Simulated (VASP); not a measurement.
Band structure of BP (relaxed from the layer:h-BN structure). Computed with r2SCAN meta-GGA, VASP's PBE PAW potentials (set 64) (plane waves; VASP).

The cell holds a wide vacuum, so values per volume refer to the whole cell.

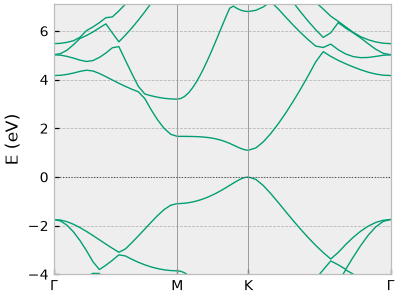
Bands along high-symmetry lines, zero at the valence-band maximum or, without a gap, the Fermi level

**Question.** Read the plot: is there a gap, and where are the band edges?

**Answer.** The gap is direct, 1.10 eV, from the valence maximum at K to the conduction minimum at K.

The cell is a sheet with vacuum, built from a generated structure.
